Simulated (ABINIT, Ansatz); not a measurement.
# La2O3 (P-3m1): G0W0 with ABINIT, start to end

Wanted: ground state, empty states, screening and self-energy for La2O3 (P-3m1).

Method: PBE and many-body steps on it, plane waves, in ABINIT 10.8.3.

**1. The structure**

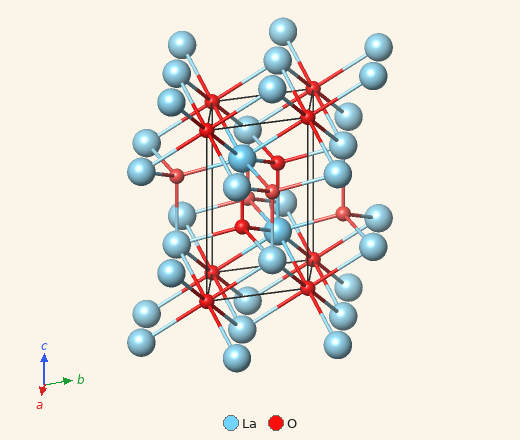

The cell as given, from a free direction (lanthanum blue, oxygen red). Some periodic images of atoms are drawn too.

Coordinates:

```cif
data_structure
_symmetry_space_group_name_H-M 'P 1'
_symmetry_Int_Tables_number 1
_cell_length_a 3.9308
_cell_length_b 3.9308
_cell_length_c 6.1120
_cell_angle_alpha 90.000
_cell_angle_beta 90.000
_cell_angle_gamma 120.000
_cell_volume 81.78
loop_
_atom_site_label
_atom_site_type_symbol
_atom_site_fract_x
_atom_site_fract_y
_atom_site_fract_z
_atom_site_occupancy
La1 La 0.66667 0.33333 0.75376 1
La2 La 0.33333 0.66667 0.24624 1
O3 O 0.66667 0.33333 0.35411 1
O4 O 0.33333 0.66667 0.64589 1
O5 O 0.00000 0.00000 0.00000 1
```

The cell and positions are those that the Materials Project relaxed with its own functionals (PBE, PBE+U or r2SCAN), kept fixed. Spin-orbit coupling is left out unless a step names it.

**2. Ground state**

This step: ABINIT 10.8.3; DFT, PBE, plane waves, norm-conserving pseudopotentials.

The ground-state density comes first.

run.abi

```
acell 3*1.0 Angstrom
rprim 
  3.930777878010 -0.000000000002 0.000000000000
  -1.965388939003 3.404153498992 0.000000000000
  0.000000000000 0.000000000000 6.111953520000
ntypat 2
znucl 57 8
natom 5
typat 1 1 2 2 2
xred 
  0.666666666667 0.333333333333 0.753764320000
  0.333333333333 0.666666666667 0.246235680000
  0.666666666667 0.333333333333 0.354109350000
  0.333333333333 0.666666666667 0.645890650000
  -0.000000000000 -0.000000000000 0.000000000000
pp_dirpath "pseudos"
pseudos "La.upf, O.upf"
ecut 50
ngkpt 6 6 4
nshiftk 1
shiftk 0 0 0
kptopt 1
chksymbreak 0
nband 26
occopt 1
tolvrs 1e-10
nstep 60
prtwf 0
optforces 0
optstress 0
indata_prefix "in"
outdata_prefix "out"
tmpdata_prefix "tmp"
```

On the command line:

```bash
$ OMP_NUM_THREADS=1 mpirun -n 8 abinit run.abi > log
```

Numbers of over 12 decimals in the logs are rounded to 6 here.

The log of the run:

```text
.Version 10.8.3 of ABINIT. v10.8.2 released Aug 2026.

 Symmetries : space group P-3 m 1 (#164); Bravais hP (primitive hexag.)
================================================================================
 Values of the parameters that define the memory need of the present run
     intxc =       0    ionmov =       0      iscf =       7    lmnmax =       8
     lnmax =       8     mgfft =      75  mpssoang =       4    mqgrid =    3677
     natom =       5  nloc_mem =       1    nspden =       1   nspinor =       1
    nsppol =       1      nsym =      12    n1xccc =    2501    ntypat =       2
    occopt =       1   xclevel =       2
-    mband =          26        mffmem =           1         mkmem =           3
       mpw =        9351          nfft =      172800          nkpt =          24
================================================================================
  Rough estimation (10% accuracy) of disk space for files :
================================================================================

--------------------------------------------------------------------------------
------------- Echo of variables that govern the present computation ------------
--------------------------------------------------------------------------------
 -outvars: echo values of preprocessed input variables --------
            acell      1.8897261259E+00  1.8897261259E+00  1.8897261259E+00 Bohr

      chksymbreak           0
             ecut      5.00000000E+01 Hartree
-          fftalg         312

              ixc     -101130
              kpt      0.00000000E+00  0.00000000E+00  0.00000000E+00
                       1.66666667E-01  0.00000000E+00  0.00000000E+00
                       3.33333333E-01  0.00000000E+00  0.00000000E+00
                       5.00000000E-01  0.00000000E+00  0.00000000E+00
                       1.66666667E-01  1.66666667E-01  0.00000000E+00
                       3.33333333E-01  1.66666667E-01  0.00000000E+00
                       3.33333333E-01  3.33333333E-01  0.00000000E+00
                       0.00000000E+00  0.00000000E+00  2.50000000E-01
                       1.66666667E-01  0.00000000E+00  2.50000000E-01
   [... 13 further rows ...]
                       3.33333333E-01  1.66666667E-01  5.00000000E-01
                       3.33333333E-01  3.33333333E-01  5.00000000E-01
         kptrlatt        6    0    0      0    6    0      0    0    4
          kptrlen      4.45685619E+01
P           mkmem           3
            natom           5
            nband          26
            ngfft          48      48      75
             nkpt          24
            nstep          60
             nsym          12
           ntypat           2
              occ      2.000000  2.000000  2.000000  2.000000  2.000000  2.000000
                       2.000000  2.000000  2.000000  2.000000  2.000000  2.000000
                       2.000000  2.000000  2.000000  2.000000  2.000000  2.000000
                       2.000000  2.000000  0.000000  0.000000  0.000000  0.000000
                       0.000000  0.000000
        optforces           0
        optstress           0
            prtwf           0
            rprim      3.9307778780E+00 -2.0000000000E-12  0.0000000000E+00
[...]
spgroup         164

           tolvrs      1.00000000E-10

             xred      6.6666666667E-01  3.3333333333E-01  7.5376432000E-01
[...]
znucl       57.00000    8.00000

================================================================================

 chkinp: Checking input parameters for consistency.

================================================================================
== DATASET  1 ==================================================================
-   mpi_nproc: 8, omp_nthreads: 1 (-1 if OMP is not activated)

--- !DatasetInfo
iteration_state: {dtset: 1, }
dimensions: {natom: 5, nkpt: 24, mband: 26, nsppol: 1, nspinor: 1, nspden: 1, mpw: 9351, }
cutoff_energies: {ecut:  50.0, pawecutdg:  -1.0, }
electrons: {nelect:   4.00000000E+01, charge:   0.00000000E+00, occopt:   1.00000000E+00, tsmear:   1.00000000E-02, }

 Real(R)+Recip(G) space primitive vectors, cartesian coordinates (Bohr,Bohr^-1):
 R(1)=  7.4280937  0.0000000  0.0000000  G(1)=  0.1346240  0.0777252  0.0000000
 R(2)= -3.7140468  6.4329178  0.0000000  G(2)=  0.0000000  0.1554505  0.0000000
 R(3)=  0.0000000  0.0000000 11.5499182  G(3)=  0.0000000  0.0000000  0.0865807
 Unit cell volume ucvol=  5.5190494E+02 bohr^3
 Angles (23,13,12)=  9.00000000E+01  9.00000000E+01  1.20000000E+02 degrees

 getcut: wavevector=  0.0000  0.0000  0.0000  ngfft=  48  48  75
         ecut(hartree)=     50.000   => boxcut(ratio)=   2.01281

--- Pseudopotential description ------------------------------------------------
- La Generated using ONCVPSP code by D. R. Hamann
- 57.00000  11.00000  171031                  znucl, zion, pspdat
12 -101130 3 -1 1812                          pspcod,pspxc,lmax,lloc,mmax
     nproj     2     2     2     2
  pspatm : epsatm=   29.83565565
         --- l  ekb(1:nproj) -->
[...]
pspatm: atomic psp has been read  and splines computed

- O Generated using ONCVPSP code by D. R. Hamann
-  8.00000   6.00000  171031                  znucl, zion, pspdat
12 -101130 2 -1 936                           pspcod,pspxc,lmax,lloc,mmax
     nproj     2     2     1     0
  pspatm : epsatm=    6.19545534
         --- l  ekb(1:nproj) -->
[...]
2   -1.331955
 pspatm: atomic psp has been read  and splines computed

   3.13030709E+03                                ecore*ucvol(ha*bohr**3)
--------------------------------------------------------------------------------

_setup2: Arith. and geom. avg. npw (full set) are    9319.521    9319.510

================================================================================

--- !BeginCycle
iteration_state: {dtset: 1, }
solver: {iscf: 7, nstep: 60, nline: 4, wfoptalg: 0, }
tolerances: {tolvrs: 1.00E-10, }

     iter   Etot(hartree)      deltaE(h)  residm     vres2
 ETOT  1  -119.61477989145    -1.196E+02 9.009E-02 2.892E+03
 ETOT  2  -118.82542689691     7.894E-01 9.612E-02 7.118E+03
 ETOT  3  -120.19126445943    -1.366E+00 1.825E-02 2.306E+01
 ETOT  4  -120.20599440121    -1.473E-02 2.489E-02 3.880E+01
 ETOT  5  -120.20852693606    -2.533E-03 6.975E-03 2.158E+01
 ETOT  6  -120.21082320072    -2.296E-03 1.136E-02 9.390E+00
 ETOT  7  -120.21173230661    -9.091E-04 6.563E-03 2.152E+00
 ETOT  8  -120.21205679069    -3.245E-04 5.405E-03 7.840E-02
 ETOT  9  -120.21208452976    -2.774E-05 7.846E-03 7.666E-03
 ETOT 10  -120.21208739254    -2.863E-06 5.100E-03 2.528E-02
[...]
ETOT 30  -120.21209313541     5.969E-13 3.465E-04 1.353E-08
 ETOT 31  -120.21209313541    -2.942E-12 2.532E-04 3.670E-09
 ETOT 32  -120.21209313542    -8.811E-13 3.326E-04 3.415E-10
 ETOT 33  -120.21209313542     1.990E-13 2.405E-04 1.957E-10
 ETOT 34  -120.21209313541     6.395E-13 3.146E-04 8.091E-11

 At SCF step   34       vres2   =  8.09E-11 < tolvrs=  1.00E-10 =>converged.

--- !ResultsGS
iteration_state: {dtset: 1, }
comment   : Summary of ground state results
lattice_vectors:
- [  7.4280937,  -0.0000000,   0.0000000, ]
- [ -3.7140468,   6.4329178,   0.0000000, ]
- [  0.0000000,   0.0000000,  11.5499182, ]
lattice_lengths: [   7.42809,    7.42809,   11.54992, ]
lattice_angles: [ 90.000,  90.000, 120.000, ] # degrees, (23, 13, 12)
lattice_volume:   5.5190494E+02
convergence: {deltae:  6.395E-13, res2:  8.091E-11, residm:  3.146E-04, diffor:  0.000E+00, }
etotal    :  -1.20212093E+02
entropy   :   0.00000000E+00
fermie    :   2.20796697E-01
cartesian_stress_tensor: null
pressure_GPa: null
xred      :
- [  6.6667E-01,   3.3333E-01,   7.5376E-01, La]
- [  3.3333E-01,   6.6667E-01,   2.4624E-01, La]
- [  6.6667E-01,   3.3333E-01,   3.5411E-01,  O]
- [  3.3333E-01,   6.6667E-01,   6.4589E-01,  O]
- [  1.4803E-16,   1.1102E-16,   2.2204E-16,  O]
cartesian_forces: null
force_length_stats: {min: null, max: null, mean: null, }

 Integrated electronic density in atomic spheres:
 ------------------------------------------------
 Atom  Sphere_radius  Integrated_density
[...]
================================================================================

 ----iterations are completed or convergence reached----

 Mean square residual over all n,k,spin=   61.303E-07; max=  31.464E-05
 reduced coordinates (array xred) for    5 atoms
       0.666666666667      0.333333333333      0.753764320000
       0.333333333333      0.666666666667      0.246235680000
       0.666666666667      0.333333333333      0.354109350000
       0.333333333333      0.666666666667      0.645890650000
       0.000000000000      0.000000000000      0.000000000000
 rms dE/dt=  0.0000E+00; max dE/dt=  0.0000E+00; dE/dt below (all hartree)
    1       0.000000000000      0.000000000000      0.000000000000
    2       0.000000000000      0.000000000000      0.000000000000
    3       0.000000000000      0.000000000000      0.000000000000
    4       0.000000000000      0.000000000000      0.000000000000
    5       0.000000000000      0.000000000000      0.000000000000

 cartesian coordinates (angstrom) at end:
    1      1.965389     1.134718     4.606972
    2      1.33e-12     2.269436     1.504981
    3      1.965389     1.134718     2.164300
    4      1.33e-12     2.269436     3.947654
    5      0.000000     0.000000     0.000000
 length scales=  1.889726125908  1.889726125908  1.889726125908 bohr
              =  1.000000000000  1.000000000000  1.000000000000 angstroms
 prteigrs : about to open file out_EIG
 Fermi (or HOMO) energy (hartree) =   0.22080   Average Vxc (hartree)=  -0.39552
 Eigenvalues (hartree) for nkpt=  24  k points:
 kpt#   1, nband= 26, wtk=  0.00694, kpt=  0.0000  0.0000  0.0000 (reduced coord)
  -0.87491   -0.86597   -0.40039   -0.35391   -0.33776   -0.26738   -0.26738   -0.25881
  -0.25881   -0.25492   -0.22700    0.13349    0.13349    0.14013    0.14013    0.14451
   0.16010    0.20684    0.20684    0.21641    0.37856    0.38890    0.38890    0.41038
   0.41732    0.42309
 prteigrs : prtvol=0 or 1, do not print more k-points.

--- !EnergyTerms
iteration_state     : {dtset: 1, }
comment             : Components of total free energy in Hartree
kinetic             :  5.05470339354419E+01
hartree             :  1.95207821826818E+01
xc                  : -2.94811939406239E+01
Ewald energy        : -9.79164538557401E+01
psp_core            :  5.67182290692993E+00
local_psp           : -6.81249675258808E+01
non_local_psp       : -4.29116838223638E-01
total_energy        : -1.20212093135415E+02
total_energy_eV     : -3.27113769774561E+03
band_energy         : -5.66779389172971E+00

== END DATASET(S) ==============================================================
================================================================================

 -outvars: echo values of variables after computation  --------
           etotal     -1.2021209314E+02
            nband          26
             nkpt          24
          spgroup         164
 [... the other variables as echoed above ...]

 Calculation completed.
```

Wall time 46 s (8 MPI ranks of AMD EPYC 9R45, shared host); peak memory 1 GiB.

This step gave:

```
total energy               : -3271.1377 eV
gap                        : 3.849 eV
k of the valence top       : 0.5, 0, 0.5
k of the conduction bottom : 0.5, 0, 0
least direct gap           : 3.982 eV
```

The gap is indirect, with the least direct gap 0.13 eV higher.

**3. Empty states on the mesh, 3×3×2 mesh, 471 bands**

The sums over transitions need many empty states on a uniform mesh; this step solves for them.

run.abi: that of step 2 with these lines changed.

```diff
@@ -18,3 +18,3 @@
 ecut 50
-ngkpt 6 6 4
+ngkpt 3 3 2
 nshiftk 1
@@ -23,9 +23,10 @@
 chksymbreak 0
-nband 26
-occopt 1
-tolvrs 1e-10
+iscf -2
+irdden 1
+istwfk *1
+nband 471
+nbdbuf 42
+tolwfr 1e-09
 nstep 60
-prtwf 0
-optforces 0
-optstress 0
+prtvol 0
 indata_prefix "in"
```

On the command line:

```bash
$ OMP_NUM_THREADS=1 mpirun -n 6 abinit run.abi > log
```

The log of the run:

```text
.Version 10.8.3 of ABINIT. v10.8.2 released Aug 2026.

 Symmetries : space group P-3 m 1 (#164); Bravais hP (primitive hexag.)
[... echo of the input left out ...]
== DATASET  1 ==================================================================
-   mpi_nproc: 6, omp_nthreads: 1 (-1 if OMP is not activated)

--- !DatasetInfo
iteration_state: {dtset: 1, }
dimensions: {natom: 5, nkpt: 6, mband: 471, nsppol: 1, nspinor: 1, nspden: 1, mpw: 9367, }
cutoff_energies: {ecut:  50.0, pawecutdg:  -1.0, }
electrons: {nelect:   4.00000000E+01, charge:   0.00000000E+00, occopt:   1.00000000E+00, tsmear:   1.00000000E-02, }

 Real(R)+Recip(G) space primitive vectors, cartesian coordinates (Bohr,Bohr^-1):
 R(1)=  7.4280937  0.0000000  0.0000000  G(1)=  0.1346240  0.0777252  0.0000000
 R(2)= -3.7140468  6.4329178  0.0000000  G(2)=  0.0000000  0.1554505  0.0000000
 R(3)=  0.0000000  0.0000000 11.5499182  G(3)=  0.0000000  0.0000000  0.0865807
 Unit cell volume ucvol=  5.5190494E+02 bohr^3
 Angles (23,13,12)=  9.00000000E+01  9.00000000E+01  1.20000000E+02 degrees

 getcut: wavevector=  0.0000  0.0000  0.0000  ngfft=  48  48  75
         ecut(hartree)=     50.000   => boxcut(ratio)=   2.01281

--- Pseudopotential description ------------------------------------------------
- La Generated using ONCVPSP code by D. R. Hamann
- 57.00000  11.00000  171031                  znucl, zion, pspdat
12 -101130 3 -1 1812                          pspcod,pspxc,lmax,lloc,mmax
     nproj     2     2     2     2
  pspatm : epsatm=   29.83565565
         --- l  ekb(1:nproj) -->
             0    6.631488    0.621657
             1    6.300998    1.146612
             2    3.569192    0.839626
[...]
pspatm: atomic psp has been read  and splines computed

- O Generated using ONCVPSP code by D. R. Hamann
-  8.00000   6.00000  171031                  znucl, zion, pspdat
12 -101130 2 -1 936                           pspcod,pspxc,lmax,lloc,mmax
     nproj     2     2     1     0
  pspatm : epsatm=    6.19545534
         --- l  ekb(1:nproj) -->
[...]
2   -1.331955
 pspatm: atomic psp has been read  and splines computed

--------------------------------------------------------------------------------

================================================================================
 prteigrs : about to open file out_EIG
 Non-SCF case, kpt    1 (  0.00000  0.00000  0.00000), residuals and eigenvalues=
  4.60E-10  4.29E-10  4.33E-10  5.47E-10  5.41E-10  3.87E-10  7.35E-10  4.34E-10
  8.11E-10  6.24E-10  5.85E-10  4.40E-11  5.19E-11  4.91E-11  7.49E-10  4.00E-11
  4.58E-11  7.89E-11  4.40E-11  5.74E-11  7.68E-11  6.70E-11  5.92E-11  8.93E-11
[...]
1.72E-04  2.55E-04  4.60E-04  1.86E-04  5.88E-04  1.10E-03  1.74E-03
 -8.7491E-01 -8.6597E-01 -4.0039E-01 -3.5391E-01 -3.3776E-01 -2.6738E-01
 -2.6738E-01 -2.5881E-01 -2.5881E-01 -2.5492E-01 -2.2700E-01  1.3349E-01
  1.3349E-01  1.4013E-01  1.4013E-01  1.4451E-01  1.6010E-01  2.0684E-01
[...]
6.2260E+00  6.2410E+00  6.2541E+00  6.2541E+00  6.2684E+00  6.2687E+00
  6.2690E+00  6.2780E+00  6.2788E+00  6.3048E+00  6.3057E+00  6.3391E+00
[...]
prteigrs : prtvol=0 or 1, do not print more k-points.

--- !ResultsGS
iteration_state: {dtset: 1, }
comment   : Summary of ground state results
lattice_vectors:
- [  7.4280937,  -0.0000000,   0.0000000, ]
- [ -3.7140468,   6.4329178,   0.0000000, ]
- [  0.0000000,   0.0000000,  11.5499182, ]
lattice_lengths: [   7.42809,    7.42809,   11.54992, ]
lattice_angles: [ 90.000,  90.000, 120.000, ] # degrees, (23, 13, 12)
lattice_volume:   5.5190494E+02
convergence: {deltae:  0.000E+00, res2:  0.000E+00, residm:  9.964E-10, diffor:  0.000E+00, }
etotal    :  -1.20212093E+02
entropy   :   0.00000000E+00
fermie    :   2.20796697E-01
cartesian_stress_tensor: null
pressure_GPa: null
xred      :
- [  6.6667E-01,   3.3333E-01,   7.5376E-01, La]
- [  3.3333E-01,   6.6667E-01,   2.4624E-01, La]
- [  6.6667E-01,   3.3333E-01,   3.5411E-01,  O]
- [  3.3333E-01,   6.6667E-01,   6.4589E-01,  O]
- [  1.4803E-16,   1.1102E-16,   2.2204E-16,  O]
cartesian_forces: null
force_length_stats: {min: null, max: null, mean: null, }

 Integrated electronic density in atomic spheres:
 ------------------------------------------------
 Atom  Sphere_radius  Integrated_density
[...]
================================================================================

 ----iterations are completed or convergence reached----

 Mean square residual over all n,k,spin=   36.123E-11; max=  99.639E-11
 reduced coordinates (array xred) for    5 atoms
[...]
0.333333333333      0.666666666667      0.645890650000
       0.000000000000      0.000000000000      0.000000000000

 cartesian coordinates (angstrom) at end:
    1      1.965389     1.134718     4.606972
    2      1.33e-12     2.269436     1.504981
    3      1.965389     1.134718     2.164300
    4      1.33e-12     2.269436     3.947654
    5      0.000000     0.000000     0.000000
 length scales=  1.889726125908  1.889726125908  1.889726125908 bohr
              =  1.000000000000  1.000000000000  1.000000000000 angstroms
 prteigrs : about to open file out_EIG
 Eigenvalues (hartree) for nkpt=   6  k points:
 kpt#   1, nband=471, wtk=  0.05556, kpt=  0.0000  0.0000  0.0000 (reduced coord)
[...]
6.13694    6.16686    6.16686    6.18255    6.18255    6.19925    6.22132    6.22603
   6.22604    6.24099    6.25413    6.25414    6.26841    6.26867    6.26901    6.27797
   6.27884    6.30481    6.30567    6.33906    6.34152    6.34284    6.35523
 prteigrs : prtvol=0 or 1, do not print more k-points.

== END DATASET(S) ==============================================================
================================================================================

 -outvars: echo values of variables after computation  --------
            nband         471
             nkpt           6
          spgroup         164
 [... the other variables as echoed above ...]

 Calculation completed.
```

The job ended after 4 min (6 MPI ranks; peak memory 1 GiB).

This step gave:

- gap: 3.940 eV
- k of the valence top: 0.3333, 0, 0.5
- k of the conduction bottom: 0.3333, 0.3333, 0
- least direct gap: 3.982 eV
- k points computed: 6
- lowest point of the top converged band, above the valence top: 154.9610 eV

On this mesh the gap is 3.940 eV. The earlier step found 3.849 eV, so this mesh misses an edge.

(Part 1 of 2 ends here.)

[Paths, hosts, dates, memory and timing lines, banners, echoed tables and standing remarks are left out of the program output.]

[Logs are printed without paths, hosts, clocks, repeated set-up lines and the standing remarks that a program may print on its own settings, such as how far it seeks lower states.]

[Runs of the session that timed out or met a known fault of the program may be left out.]

[Hosts, paths, dates, database ids (printed as entryN), source tags and the programs' standing remarks are cut or masked in the printed files.]

[G0W0 gaps are taken among the corrected bands and points alone; a level outside them can change the order at an edge.]

[Where Ansatz stands beside ABINIT at settings called matched, ABINIT's density can come from a denser mesh and the files from another edition; pairs whose starting gaps differed by over 0.03 eV were left out, so agreement reads better than it is.]
